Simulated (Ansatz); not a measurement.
# C2H9NSi (SMILES CN(C)[SiH3]) at 6 levels

Wanted: a comparison of 6 runs (HF/STO-3G, PBE/6-31G*, PBE0/6-31G*, r2SCAN/6-31G*, revPBE/6-31G*, MP2/6-31G*) of C2H9NSi. 

Program for the calculation: Ansatz 0.2.0.

71 further runs of the same task are left out: 71 set aside as unsound or not needed.

### Step 1. The structure to begin with

C2H9NSi: 13 atoms, total charge 0, spin state singlet. SMILES: `CN(C)[SiH3]`. The C3–H9 distance was set to 1.651 Å, away from the relaxed value. At this shape a bond of the SMILES string is far longer than usual.

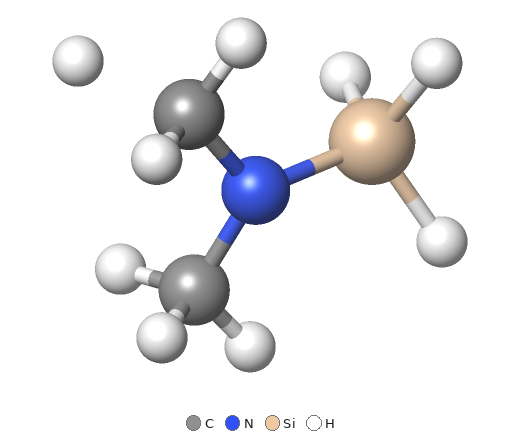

The structure, seen from a chosen angle (carbon grey, nitrogen blue, silicon light orange, hydrogen white).

### Step 2. A single-point energy at HF/STO-3G (run 1)

Contents of molecule.yaml:

```yaml
crystal:
  periodic: [false, false, false]
  atoms:
    - symbol: C
      position_ang: [-1.159777, 0.950758, -0.121384]
    - symbol: N
      position_ang: [-0.370677, 0.000658, 0.622916]
    - symbol: C
      position_ang: [0.950923, 0.476058, 0.949716]
    - symbol: Si
      position_ang: [-0.710777, -1.681142, 0.547916]
    - symbol: H
      position_ang: [-0.722477, 1.191758, -1.102484]
    - symbol: H
      position_ang: [-1.253877, 1.890758, 0.436616]
    - symbol: H
      position_ang: [-2.167077, 0.562958, -0.289384]
    - symbol: H
      position_ang: [0.891023, 1.408358, 1.525016]
    - symbol: H
      position_ang: [1.870100, 0.778300, -0.388400]
    - symbol: H
      position_ang: [1.480723, -0.257442, 1.561716]
    - symbol: H
      position_ang: [-0.237677, -2.376042, -0.691084]
    - symbol: H
      position_ang: [-2.186077, -1.853042, 0.613016]
    - symbol: H
      position_ang: [-0.040777, -2.335442, 1.702716]
basis:
  gaussian:
    orbitals: STO-3G
magnetization:
  spin_polarized: false
hamiltonian:
  xc: hf
accuracy: high
output: {orbitals: {seedname: orbitals}}
```

On the command line:

```sh
$ ansatz run molecule.yaml --threads 1 --pin off --max-ram 2610MiB --events-out events.jsonl --progress --plain --runs-dir runs
```

Log:

```text
Warning: RAYON_NUM_THREADS=1 ignored (pool sized by the plan → 1); use --threads N
Functional definition: HF
  name "HF"
  exchange = exact_x
  correlation = 0
705 factors; integrals over basis functions are off by at most 4.0e-9 eV
mean field evaluation 1: about -11407.7390 eV, gradient 1.7e1 eV
mean field evaluation 2: about -11407.9422 eV, gradient 1.7e1 eV
mean field evaluation 4: about -11409.1976 eV, gradient 1.4e0 eV
mean field evaluation 8: about -11409.2077 eV, gradient 2.8e-2 eV
mean field -11409.20767393 eV, -419.2806485781 hartree, gradient 9.2e-9 eV, S^2 0.000000; 0 other end points of the search recorded, 0 dependent functions left out
reference -11409.20767393 eV, -419.2806485781 hartree; 21, 21 occupied and 12, 12 virtual orbitals, 705 factors
Total energy: -11409.20767393 eV, -419.2806485781 hartree
```

It took 0.47 s on 1 thread of Arm Neoverse V1, shared host.

### Step 3. A single-point energy at PBE/6-31G(d) (spherical functions) (run 2)

Contents of run.yaml:

```yaml
crystal:
  periodic: [false, false, false]
  atoms:
    - {symbol: C, position_ang: [-1.159777, 0.950758, -0.121384]}
    - {symbol: N, position_ang: [-0.370677, 0.000658, 0.622916]}
    - {symbol: C, position_ang: [0.950923, 0.476058, 0.949716]}
    - {symbol: Si, position_ang: [-0.710777, -1.681142, 0.547916]}
    - {symbol: H, position_ang: [-0.722477, 1.191758, -1.102484]}
    - {symbol: H, position_ang: [-1.253877, 1.890758, 0.436616]}
    - {symbol: H, position_ang: [-2.167077, 0.562958, -0.289384]}
    - {symbol: H, position_ang: [0.891023, 1.408358, 1.525016]}
    - {symbol: H, position_ang: [1.870100, 0.778300, -0.388400]}
    - {symbol: H, position_ang: [1.480723, -0.257442, 1.561716]}
    - {symbol: H, position_ang: [-0.237677, -2.376042, -0.691084]}
    - {symbol: H, position_ang: [-2.186077, -1.853042, 0.613016]}
    - {symbol: H, position_ang: [-0.040777, -2.335442, 1.702716]}
basis:
  gaussian: {orbitals: 6-31G_st_-spherical.json}
hamiltonian: {xc: pbe}
accuracy: high
output: {orbitals: {seedname: orbitals}}
```

The basis set 6-31G* is read from a file made from the Basis Set Exchange's data (not shown).

On the command line:

```sh
$ ansatz run run.yaml --threads 1 --pin off --max-ram 2610MiB --events-out events.jsonl --progress --plain --runs-dir runs
```

Log:

```text
Warning: RAYON_NUM_THREADS=1 ignored (pool sized by the plan → 1); use --threads N
Functional definition: PBE
  name "PBE"
  parameter kappa = 0.804
  parameter beta = 0.06672455060314922
  exchange = pbe_x(kappa = kappa, mu = beta*pi^2/3)
  correlation = pbe_c(beta = beta)
1981 factors; integrals over basis functions are off by at most 4.0e-9 eV
mean field evaluation 1: about -11567.4148 eV, gradient 6.1e1 eV
mean field evaluation 2: about -11535.4564 eV, gradient 1.2e2 eV
mean field evaluation 4: about -11576.4536 eV, gradient 1.0e1 eV
mean field evaluation 8: about -11576.6870 eV, gradient 1.2e-1 eV
mean field evaluation 16: about -11576.6870 eV, gradient 4.7e-6 eV
mean field -11576.68703430 eV, -425.4354015503 hartree, gradient 4.2e-8 eV, S^2 0.000000; 0 other end points of the search recorded, 0 dependent functions left out
reference -11576.68703779 eV, -425.4354016786 hartree; 21, 21 occupied and 57, 57 virtual orbitals, 1981 factors
Total energy: -11576.68703779 eV, -425.4354016786 hartree
```

It took 7.5 s on 1 thread of Arm Neoverse V1, shared host; peak memory 0.21 GiB.

### Step 4. A single-point energy at PBE0/6-31G(d) (spherical functions) (run 3)

Contents of input.yaml:

```yaml
crystal:
  periodic: [false, false, false]
  atoms:
    - {symbol: C, position_ang: [-1.159777, 0.950758, -0.121384]}
    - {symbol: N, position_ang: [-0.370677, 0.000658, 0.622916]}
    - {symbol: C, position_ang: [0.950923, 0.476058, 0.949716]}
    - {symbol: Si, position_ang: [-0.710777, -1.681142, 0.547916]}
    - {symbol: H, position_ang: [-0.722477, 1.191758, -1.102484]}
    - {symbol: H, position_ang: [-1.253877, 1.890758, 0.436616]}
    - {symbol: H, position_ang: [-2.167077, 0.562958, -0.289384]}
    - {symbol: H, position_ang: [0.891023, 1.408358, 1.525016]}
    - {symbol: H, position_ang: [1.870100, 0.778300, -0.388400]}
    - {symbol: H, position_ang: [1.480723, -0.257442, 1.561716]}
    - {symbol: H, position_ang: [-0.237677, -2.376042, -0.691084]}
    - {symbol: H, position_ang: [-2.186077, -1.853042, 0.613016]}
    - {symbol: H, position_ang: [-0.040777, -2.335442, 1.702716]}
basis:
  gaussian:
    orbitals: 6-31G_st_-spherical.json
hamiltonian:
  xc: {name: PBE0}
accuracy: high
output: {orbitals: {seedname: orbitals}}
```

The basis set 6-31G* is read from a file made from the Basis Set Exchange's data (not shown).

On the command line:

```sh
$ ansatz run input.yaml --threads 1 --pin off --max-ram 2610MiB --events-out events.jsonl --progress --plain --runs-dir runs
```

Log:

```text
Warning: RAYON_NUM_THREADS=1 ignored (pool sized by the plan → 1); use --threads N
Functional definition: PBE0
  name "PBE0"
  parameter a = 0.25
[... 2 set-up lines as earlier in the session ...]
  exchange = (1 - a)*pbe_x(kappa = kappa, mu = beta*pi^2/3) + a*exact_x
[... 1 set-up line as earlier in the session ...]
1981 factors; integrals over basis functions are off by at most 4.0e-9 eV
mean field evaluation 1: about -11572.6018 eV, gradient 4.6e1 eV
mean field evaluation 2: about -11565.0943 eV, gradient 7.1e1 eV
mean field evaluation 4: about -11577.7172 eV, gradient 3.3e0 eV
mean field evaluation 8: about -11578.0527 eV, gradient 3.1e-1 eV
mean field evaluation 16: about -11578.0530 eV, gradient 1.9e-5 eV
mean field -11578.05295930 eV, -425.4855983683 hartree, gradient 3.9e-8 eV, S^2 0.000000; 0 other end points of the search recorded, 0 dependent functions left out
reference -11578.05296185 eV, -425.4855984619 hartree; 21, 21 occupied and 57, 57 virtual orbitals, 1981 factors
Total energy: -11578.05296185 eV, -425.4855984619 hartree
```

Wall time 9.3 s (1 thread of Arm Neoverse V1, shared host); peak memory 0.24 GiB.

Runs 4 to 5 aren't shown in full; the table further down has their settings and results.

### Step 5. The energy at MP2/6-31G(d) (spherical functions) (run 6)

Contents of molecule.yaml:

```yaml
crystal:
  periodic: [false, false, false]
  atoms:
    - {symbol: C, position_ang: [-1.159777, 0.950758, -0.121384]}
    - {symbol: N, position_ang: [-0.370677, 0.000658, 0.622916]}
    - {symbol: C, position_ang: [0.950923, 0.476058, 0.949716]}
    - {symbol: Si, position_ang: [-0.710777, -1.681142, 0.547916]}
    - {symbol: H, position_ang: [-0.722477, 1.191758, -1.102484]}
    - {symbol: H, position_ang: [-1.253877, 1.890758, 0.436616]}
    - {symbol: H, position_ang: [-2.167077, 0.562958, -0.289384]}
    - {symbol: H, position_ang: [0.891023, 1.408358, 1.525016]}
    - {symbol: H, position_ang: [1.870100, 0.778300, -0.388400]}
    - {symbol: H, position_ang: [1.480723, -0.257442, 1.561716]}
    - {symbol: H, position_ang: [-0.237677, -2.376042, -0.691084]}
    - {symbol: H, position_ang: [-2.186077, -1.853042, 0.613016]}
    - {symbol: H, position_ang: [-0.040777, -2.335442, 1.702716]}
basis:
  gaussian:
    orbitals: 6-31G_st_-spherical.json
correlation:
  method: mp2
  frozen_orbitals: {C: 1, H: 0, "N": 1, Si: 5}
accuracy: high
```

The basis set 6-31G* is read from a file made from the Basis Set Exchange's data (not shown).

On the command line:

```sh
$ ansatz run molecule.yaml --threads 1 --pin off --max-ram 2610MiB --events-out events.jsonl --progress --plain --runs-dir runs
```

Log:

```text
Warning: RAYON_NUM_THREADS=1 ignored (pool sized by the plan → 1); use --threads N
[... 4 set-up lines as earlier in the session ...]
1981 factors; integrals over basis functions are off by at most 4.0e-9 eV
mean field evaluation 1: about -11542.2197 eV, gradient 2.6e1 eV
mean field evaluation 2: about -11542.3710 eV, gradient 2.6e1 eV
mean field evaluation 4: about -11544.4614 eV, gradient 4.2e0 eV
mean field evaluation 8: about -11544.5119 eV, gradient 1.7e-1 eV
mean field -11544.51208536 eV, -424.2529939856 hartree, gradient 3.5e-8 eV, S^2 0.000000; 0 other end points of the search recorded, 0 dependent functions left out
8 core orbitals not correlated: weight in the atoms' cores, before any rotation towards them, 1.000 or more for the frozen orbitals, at most 0.000 for the correlated occupied ones
reference -11544.51208536 eV, -424.2529939856 hartree; 13, 13 occupied and 57, 57 virtual orbitals, 1981 factors
second order -13.88186908 eV of doubles, -0.00000000 eV of singles
Total energy: -11558.39395444 eV, -424.7631432649 hartree
```

Wall time 3.6 s (1 thread of Arm Neoverse V1, shared host); peak memory 0.18 GiB.

### Step 6. The series

| run | level | frozen core orbitals | energy (Eh) | HOMO energy (eV) | LUMO energy (eV) | HOMO–LUMO gap (eV) | wall time |
| --- | --- | --- | --- | --- | --- | --- | --- |
| 1 | HF/STO-3G | – | -419.280649 | -6.79 | 9.29 | 16.08 | 0.47 s |
| 2 | PBE/6-31G* (spherical functions) | – | -425.435402 | -5.07 | -0.45 | 4.62 | 7.5 s |
| 3 | PBE0/6-31G* (spherical functions) | – | -425.485598 | -6.30 | 0.50 | 6.80 | 9.3 s |
| 4 | r2SCAN/6-31G* (spherical functions) | – | -425.660806 | -5.35 | -0.28 | 5.07 | 14 s |
| 5 | revPBE/6-31G* (spherical functions) | – | -425.672609 | -5.06 | -0.40 | 4.66 | 7.5 s |
| 6 | MP2/6-31G* (spherical functions) | 8 | -424.763143 | – | – | – | 3.6 s |

### Step 7. Outcome

| quantity | value |
| --- | --- |
| run 6: total energy | -424.76314 Eh |
| run 6: correlation energy (8 core orbitals frozen) | -510.1 mEh |

In words: Over runs 1, 2, 3, 4, 5 the HOMO–LUMO gap runs from 4.62 eV (PBE/6-31G*) to 16.08 eV (HF/STO-3G). The two ends differ in method and basis. Totals of different functionals can't be ranked against each other. In run 1 the basis is minimal, so the values are rough. All runs together took 43 s, the longest 14 s.
